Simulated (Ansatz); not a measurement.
# Run report: CH$_{5}$OSi, geometry relaxation (part 2 of 2)

The same run, continued: CH$_{5}$OSi, multiplicity 2; UKS PBE0-D4/def2-TZVP (Ansatz 0.2.0). The geometry is a transition state displaced along its imaginary mode. The reaction was set up to form H1–Si4 and to break H1–C2 (atoms counted from 1 in the order of the input); sticks are drawn by distance alone.

Geometry of the input (Å):
```
H  0.3855  -0.6256  -0.2736
C  0.5896  -0.8851  -1.1967
O  1.6821  -0.7604  -1.7191
Si -0.4811  0.7313  1.0202
H  -0.1638  -1.5638  -1.7730
H  0.5542  1.1191  2.0152
H  -0.9284  1.9143  0.2417
H  -1.6380  0.0702  1.6854
```

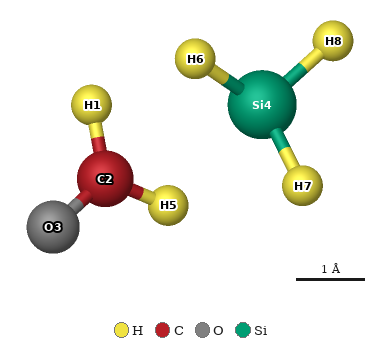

Figure 1. The geometry at step 29 of the log (ball-and-stick view, seen at a tilt; atoms are numbered from 1 in the order of the input).

Trajectory as extended XYZ, continued:
```
8
Properties=species:S:1:pos:R:3:forces:R:3 step=3 energy=-11034.75492
H     0.4820   -0.7794   -0.2234   -0.3167  -0.1248  -1.2338
C     0.6393   -1.0146   -1.3451    3.4874  -0.5476  -0.4829
O     1.7731   -0.8366   -1.8186   -3.3974  -0.2557   1.0273
Si   -0.5528    0.8410    1.1377   -0.0462   0.0918   0.1287
H    -0.1699   -1.5422   -1.9332    0.3586   0.6983   0.4174
H     0.5185    1.2245    2.0877   -0.0307   0.0505   0.0595
H    -1.0115    1.9779    0.3028   -0.0236   0.0361   0.0282
H    -1.6787    0.1294    1.7921   -0.0314   0.0514   0.0555
8
Properties=species:S:1:pos:R:3:forces:R:3 step=5 energy=-11035.00550
H     0.4494   -0.9640   -0.3805    0.0052  -0.0782  -0.0427
C     0.7308   -1.1597   -1.4416   -0.9485  -0.2315   0.2493
O     1.7883   -0.8531   -1.8772    0.8787   0.2147  -0.3752
Si   -0.6001    0.9563    1.2449   -0.0082  -0.0089   0.0082
H    -0.0622   -1.6264   -2.0729    0.1087   0.0256   0.0884
H     0.4922    1.3277    2.1884   -0.1387   0.0105  -0.0410
H    -1.0870    2.1084    0.4339    0.0196  -0.0595   0.1213
H    -1.7114    0.2108    1.9051    0.0831   0.1273  -0.0082
8
Properties=species:S:1:pos:R:3:forces:R:3 step=7 energy=-11035.02875 accepted=F
H     0.5069   -1.2323   -0.4169   -0.0137  -0.0443   0.0936
C     0.7530   -1.2258   -1.4959   -0.3113  -0.0772   0.0962
O     1.7672   -0.7562   -1.9079    0.3478   0.1314  -0.1714
Si   -0.6350    1.0249    1.3046    0.0527  -0.1207  -0.1419
H    -0.0142   -1.6611   -2.1670   -0.0050  -0.0320  -0.0417
H     0.4685    1.3785    2.2295   -0.0415   0.0470   0.0443
H    -1.0991    2.1696    0.4811   -0.0192   0.0196   0.0759
H    -1.7473    0.3024    1.9725   -0.0098   0.0762   0.0450
8
Properties=species:S:1:pos:R:3:forces:R:3 step=9 energy=-11035.03812
H     0.5663   -1.2564   -0.4424   -0.0004  -0.0036   0.0205
C     0.7768   -1.2489   -1.5307    0.0530  -0.0160  -0.0210
O     1.8061   -0.8338   -1.9757   -0.0154   0.0051   0.0042
Si   -0.6498    1.0327    1.3200   -0.0027  -0.0014   0.0015
H    -0.0275   -1.6452   -2.1818   -0.0250  -0.0002  -0.0179
H     0.4271    1.4149    2.2681   -0.0039   0.0029  -0.0004
H    -1.1305    2.1954    0.5311   -0.0013   0.0033   0.0058
H    -1.7687    0.3414    2.0114   -0.0042   0.0098   0.0074
8
Properties=species:S:1:pos:R:3:forces:R:3 step=12 energy=-11035.03972
H     0.6276   -1.3101   -0.4373    0.0013  -0.0157   0.0614
C     0.7883   -1.2541   -1.5311    0.0332   0.0079  -0.0221
O     1.8071   -0.8446   -2.0037    0.0216   0.0113  -0.0111
Si   -0.6624    1.0336    1.3190   -0.0044   0.0130   0.0076
H    -0.0566   -1.5936   -2.1609   -0.0460  -0.0142  -0.0353
H     0.4178    1.4123    2.2650    0.0009  -0.0037  -0.0043
H    -1.1363    2.2003    0.5318   -0.0006   0.0001  -0.0009
H    -1.7853    0.3562    2.0172   -0.0059   0.0013   0.0048
8
Properties=species:S:1:pos:R:3:forces:R:3 step=14 energy=-11035.04521
H     0.7860   -1.4586   -0.4354    0.0162  -0.0273   0.0037
C     0.8211   -1.2617   -1.5256   -0.0174   0.0397   0.0185
O     1.8101   -0.8679   -2.0699    0.0133  -0.0038  -0.0056
Si   -0.7088    1.0302    1.3093   -0.0232   0.0101   0.0168
H    -0.1225   -1.4424   -2.0786   -0.0095  -0.0087  -0.0069
H     0.4100    1.3756    2.2212    0.0242  -0.0071  -0.0010
H    -1.1566    2.2091    0.5266   -0.0008   0.0091  -0.0204
H    -1.8392    0.4156    2.0524   -0.0027  -0.0121  -0.0050
8
Properties=species:S:1:pos:R:3:forces:R:3 step=16 energy=-11035.04048 accepted=F
H     0.8152   -1.5109   -0.4223    0.0122  -0.0243  -0.0112
C     0.8192   -1.2516   -1.4999    0.0380   0.0877  -0.0910
O     1.7937   -0.8255   -2.0497   -0.1048  -0.0575   0.0716
Si   -0.7309    1.0477    1.3076    0.1011  -0.1505  -0.1236
H    -0.1405   -1.4023   -2.0391    0.0542  -0.0004   0.0465
H     0.4509    1.3267    2.1680   -0.1191   0.0351  -0.0107
H    -1.1568    2.2153    0.4941   -0.0125   0.0083   0.0982
H    -1.8508    0.4005    2.0412    0.0310   0.1016   0.0201
8
Properties=species:S:1:pos:R:3:forces:R:3 step=18 energy=-11035.04605
H     0.7962   -1.4754   -0.4342    0.0135  -0.0162   0.0022
C     0.8214   -1.2593   -1.5210   -0.0027   0.0155  -0.0107
O     1.8071   -0.8605   -2.0684   -0.0158  -0.0040   0.0119
Si   -0.7132    1.0327    1.3079   -0.0109  -0.0141  -0.0056
H    -0.1273   -1.4317   -2.0693    0.0069   0.0057   0.0078
H     0.4154    1.3677    2.2118    0.0096  -0.0002   0.0008
H    -1.1574    2.2110    0.5220   -0.0026   0.0099  -0.0047
H    -1.8422    0.4154    2.0512    0.0020   0.0034  -0.0018
8
Properties=species:S:1:pos:R:3:forces:R:3 step=20 energy=-11035.04816
H     0.8536   -1.5562   -0.4267   -0.0078   0.0434  -0.1413
C     0.8248   -1.2478   -1.4959   -0.0207  -0.0342  -0.0813
O     1.7932   -0.8352   -2.0669   -0.1486  -0.0412   0.1083
Si   -0.7252    1.0253    1.2839   -0.0016  -0.0310  -0.0116
H    -0.1607   -1.3544   -2.0087    0.1755   0.0366   0.1312
H     0.4275    1.3358    2.1672   -0.0068   0.0018  -0.0045
H    -1.1612    2.2104    0.5037   -0.0024   0.0102   0.0044
H    -1.8519    0.4221    2.0432    0.0124   0.0144  -0.0052
8
Properties=species:S:1:pos:R:3:forces:R:3 step=22 energy=-11035.05754
H     0.8875   -1.6258   -0.3663    0.0028   0.0730  -0.1982
C     0.7999   -1.1925   -1.3906    0.1020  -0.0170   0.0753
O     1.7353   -0.7150   -1.9662   -0.0813  -0.0465   0.1070
Si   -0.7152    0.9672    1.1700    0.0227   0.0262   0.0019
H    -0.2073   -1.2361   -1.8502   -0.0267  -0.0071   0.0341
H     0.4752    1.2343    2.0198   -0.0264  -0.0110  -0.0267
H    -1.1428    2.1776    0.4223    0.0073  -0.0148   0.0072
H    -1.8325    0.3904    1.9612   -0.0005  -0.0028  -0.0006
8
Properties=species:S:1:pos:R:3:forces:R:3 step=24 energy=-11035.05999
H     0.9043   -1.6357   -0.3549    0.0043   0.0375  -0.0954
C     0.7990   -1.1787   -1.3630    0.0675  -0.0204   0.0108
O     1.7293   -0.7090   -1.9525   -0.0452  -0.0152   0.0767
Si   -0.7166    0.9543    1.1426    0.0112   0.0207  -0.0013
H    -0.2203   -1.1937   -1.7967   -0.0316  -0.0016   0.0242
H     0.4785    1.2137    1.9858   -0.0068  -0.0071  -0.0141
H    -1.1422    2.1676    0.3999    0.0044  -0.0072  -0.0003
H    -1.8320    0.3814    1.9388   -0.0038  -0.0066  -0.0005
8
Properties=species:S:1:pos:R:3:forces:R:3 step=26 energy=-11034.98555 accepted=F
H     0.9173   -1.7790   -0.3438   -0.0887   0.9230  -0.3993
C     0.7502   -1.0758   -1.2278    0.6300  -1.4182  -0.3735
O     1.6551   -0.5351   -1.8076   -0.3330   0.1533   0.5857
Si   -0.6953    0.9190    1.0403    0.1477   0.0326  -0.0132
H    -0.2540   -1.1500   -1.6823   -0.2402   0.3626   0.2167
H     0.5396    1.1324    1.8478   -0.1092  -0.0100  -0.0607
H    -1.1181    2.1509    0.3235    0.0109  -0.0444   0.0311
H    -1.7948    0.3376    1.8500   -0.0175   0.0012   0.0132
8
Properties=species:S:1:pos:R:3:forces:R:3 step=29 energy=-11035.06366 accepted=F
H     0.9537   -1.7571   -0.3259   -0.0739   0.1964  -0.1337
C     0.7683   -1.1043   -1.2129   -0.0591  -0.3263   0.0111
O     1.6514   -0.5087   -1.7587    0.0493   0.1064   0.0321
Si   -0.7074    0.8916    0.9983    0.0016  -0.0133   0.0189
H    -0.2749   -1.0920   -1.5961    0.0694   0.0236   0.0813
H     0.5331    1.0923    1.7864    0.0121   0.0055   0.0081
H    -1.1121    2.1204    0.2730    0.0004   0.0078  -0.0179
H    -1.8122    0.3578    1.8359    0.0003  -0.0002   0.0002
8
Properties=species:S:1:pos:R:3:forces:R:3 step=31 energy=-11035.06860
H     0.9162   -1.7268   -0.3327    0.0104   0.0245  -0.0158
C     0.7646   -1.1220   -1.2502    0.0786   0.0355  -0.0627
O     1.6524   -0.4915   -1.7535   -0.1331  -0.0743   0.0802
Si   -0.7007    0.8958    1.0357   -0.0012  -0.0043   0.0013
H    -0.2551   -1.1607   -1.6856    0.0389   0.0217   0.0046
H     0.5339    1.1158    1.8296    0.0016  -0.0017  -0.0028
H    -1.0997    2.1090    0.2797    0.0029  -0.0059  -0.0049
H    -1.8117    0.3804    1.8771    0.0019   0.0045  -0.0001
8
Properties=species:S:1:pos:R:3:forces:R:3 step=33 energy=-11035.06955
H     0.9168   -1.7285   -0.3336    0.0051   0.0153  -0.0112
C     0.7635   -1.1135   -1.2438    0.0477   0.0153  -0.0324
O     1.6482   -0.4707   -1.7353   -0.0877  -0.0415   0.0484
Si   -0.7045    0.8807    1.0344   -0.0064  -0.0006   0.0049
H    -0.2543   -1.1531   -1.6828    0.0295   0.0166   0.0008
H     0.5387    1.1012    1.8145    0.0005  -0.0030  -0.0021
H    -1.0902    2.0814    0.2518    0.0031  -0.0079  -0.0044
H    -1.8181    0.4025    1.8947    0.0082   0.0058  -0.0039
8
Properties=species:S:1:pos:R:3:forces:R:3 step=35 energy=-11035.06389 accepted=F
H     0.9268   -1.7553   -0.3426   -0.0679   0.1933   0.0047
C     0.7502   -1.0736   -1.2045    0.1035  -0.4824  -0.1566
O     1.6269   -0.4091   -1.6780    0.0140   0.1811   0.0740
Si   -0.7086    0.8453    1.0211   -0.0314   0.0126   0.0170
H    -0.2553   -1.1355   -1.6655   -0.0635   0.1146   0.0865
H     0.5523    1.0658    1.7726   -0.0074  -0.0041  -0.0020
H    -1.0650    2.0152    0.1772    0.0057  -0.0344   0.0151
H    -1.8274    0.4472    1.9196    0.0470   0.0193  -0.0388
8
Properties=species:S:1:pos:R:3:forces:R:3 step=37 energy=-11035.07160
H     0.9133   -1.7356   -0.3342   -0.0004   0.0078  -0.0190
C     0.7551   -1.0943   -1.2253    0.0473   0.0153   0.0144
O     1.6262   -0.4064   -1.6780   -0.0278  -0.0160   0.0194
Si   -0.7049    0.8476    1.0298   -0.0291   0.0174   0.0037
H    -0.2513   -1.1482   -1.6842   -0.0219  -0.0025  -0.0102
H     0.5498    1.0769    1.7889   -0.0032  -0.0040  -0.0042
H    -1.0627    2.0133    0.1803    0.0075  -0.0352   0.0187
H    -1.8255    0.4467    1.9227    0.0276   0.0172  -0.0228
8
Properties=species:S:1:pos:R:3:forces:R:3 step=39 energy=-11035.07269
H     0.9134   -1.7504   -0.3368   -0.0005   0.0628  -0.0572
C     0.7453   -1.0738   -1.2019    0.1133   0.0033   0.0033
O     1.5991   -0.3380   -1.6144   -0.0833  -0.0684   0.0617
Si   -0.7030    0.8181    1.0199   -0.0693   0.0479   0.0064
H    -0.2496   -1.1476   -1.6819   -0.0303   0.0085  -0.0039
H     0.5610    1.0539    1.7615   -0.0056  -0.0068  -0.0074
H    -1.0374    1.9522    0.1146    0.0140  -0.0769   0.0546
H    -1.8288    0.4856    1.9389    0.0616   0.0295  -0.0576
8
Properties=species:S:1:pos:R:3:forces:R:3 step=41 energy=-11035.07457
H     0.9213   -1.7533   -0.3453    0.0003   0.0031  -0.0038
C     0.7419   -1.0585   -1.1902    0.0017  -0.0073   0.0010
O     1.5834   -0.2986   -1.5805   -0.0006   0.0055   0.0035
Si   -0.7078    0.7936    1.0189   -0.0015   0.0082   0.0060
H    -0.2539   -1.1326   -1.6707   -0.0017   0.0010  -0.0002
H     0.5681    1.0238    1.7408   -0.0004  -0.0042  -0.0035
H    -1.0204    1.8935    0.0731    0.0022  -0.0078  -0.0026
H    -1.8326    0.5320    1.9539    0.0001   0.0017  -0.0004
8
Properties=species:S:1:pos:R:3:forces:R:3 step=43 energy=-11035.07332 accepted=F
H     0.9253   -1.7557   -0.3508    0.0340  -0.0661  -0.0401
C     0.7421   -1.0547   -1.1884   -0.0127   0.2604   0.0958
O     1.5653   -0.2559   -1.5434   -0.0662  -0.1443  -0.0145
Si   -0.7118    0.7765    1.0215    0.0012  -0.0120   0.0039
H    -0.2544   -1.1279   -1.6690    0.0498  -0.0497  -0.0455
H     0.5749    1.0008    1.7255   -0.0045  -0.0005  -0.0003
H    -1.0044    1.8445    0.0346   -0.0016   0.0038  -0.0037
H    -1.8370    0.5724    1.9699   -0.0001   0.0083   0.0044
8
Properties=species:S:1:pos:R:3:forces:R:3 step=46 energy=-11035.07545
H     0.9328   -1.7657   -0.3612    0.0090   0.0018   0.0024
C     0.7362   -1.0387   -1.1741    0.0007   0.0113  -0.0123
O     1.5533   -0.2315   -1.5206   -0.0180  -0.0196   0.0086
Si   -0.7146    0.7636    1.0204   -0.0074  -0.0025   0.0144
H    -0.2527   -1.1261   -1.6673    0.0101   0.0058  -0.0013
H     0.5788    0.9846    1.7131   -0.0069  -0.0026   0.0001
H    -0.9948    1.8133    0.0103   -0.0029   0.0000  -0.0011
H    -1.8391    0.6005    1.9794    0.0154   0.0058  -0.0108
8
Properties=species:S:1:pos:R:3:forces:R:3 step=48 energy=-11035.07557
H     0.9389   -1.7695   -0.3679    0.0019   0.0005   0.0006
C     0.7403   -1.0420   -1.1800   -0.0024  -0.0032  -0.0016
O     1.5544   -0.2309   -1.5227   -0.0007   0.0004   0.0002
Si   -0.7213    0.7652    1.0282   -0.0012  -0.0049   0.0013
H    -0.2474   -1.1311   -1.6748    0.0022   0.0019  -0.0005
H     0.5754    0.9812    1.7160   -0.0026   0.0005   0.0006
H    -0.9969    1.8085    0.0101   -0.0008   0.0009   0.0007
H    -1.8436    0.6185    1.9911    0.0036   0.0039  -0.0014
8
Properties=species:S:1:pos:R:3:forces:R:3 step=50 energy=-11035.07561
H     0.9470   -1.7753   -0.3769   -0.0075   0.0081  -0.0005
C     0.7446   -1.0446   -1.1855    0.0079  -0.0260  -0.0060
O     1.5546   -0.2277   -1.5229    0.0047   0.0150   0.0012
Si   -0.7293    0.7652    1.0367    0.0003   0.0008  -0.0053
H    -0.2412   -1.1368   -1.6832   -0.0055   0.0029   0.0056
H     0.5715    0.9762    1.7179    0.0018   0.0006   0.0007
H    -0.9983    1.8006    0.0085    0.0008  -0.0017   0.0022
H    -1.8489    0.6424    2.0055   -0.0025   0.0003   0.0021
8
Properties=species:S:1:pos:R:3:forces:R:3 step=52 energy=-11035.07563
H     0.9492   -1.7770   -0.3793   -0.0047   0.0046  -0.0077
C     0.7459   -1.0456   -1.1871    0.0048  -0.0040   0.0081
O     1.5534   -0.2245   -1.5207    0.0012   0.0021  -0.0013
Si   -0.7313    0.7644    1.0384   -0.0024   0.0029  -0.0036
H    -0.2400   -1.1378   -1.6845   -0.0013  -0.0026   0.0009
H     0.5709    0.9739    1.7174    0.0017   0.0001   0.0006
H    -0.9979    1.7970    0.0066    0.0008  -0.0033   0.0032
H    -1.8502    0.6496    2.0093    0.0000   0.0002  -0.0003
8
Properties=species:S:1:pos:R:3:forces:R:3 step=54 energy=-11035.07564
H     0.9504   -1.7765   -0.3798    0.0000   0.0001   0.0000
C     0.7460   -1.0454   -1.1871   -0.0003  -0.0003   0.0000
O     1.5516   -0.2221   -1.5202    0.0001   0.0003   0.0000
Si   -0.7319    0.7641    1.0388   -0.0003   0.0001  -0.0001
H    -0.2395   -1.1402   -1.6850    0.0001   0.0000   0.0002
H     0.5709    0.9717    1.7175    0.0001  -0.0002   0.0001
H    -0.9965    1.7960    0.0061    0.0000  -0.0001  -0.0001
H    -1.8510    0.6524    2.0098    0.0001   0.0000   0.0000
```

Key numbers:

| quantity | value |
| --- | --- |
| outcome | converged |
| total energy | −11035.0757 eV |
| mean-field energy | −11034.9840 eV |
| dispersion energy | −0.0916 eV |
| ⟨S²⟩ | 0.754 |
| SCF solution under orbital rotations | stable |
| largest force (length of the vector) at the end | under 0.001 eV/Å |
| dipole moment | 2.27 D |
| hardware | 4 threads of Arm Neoverse V2, 23 GiB of memory available, shared host |
| wall time | 73 s (CPU time 4.5 min) |
| peak memory | 0.26 GiB |
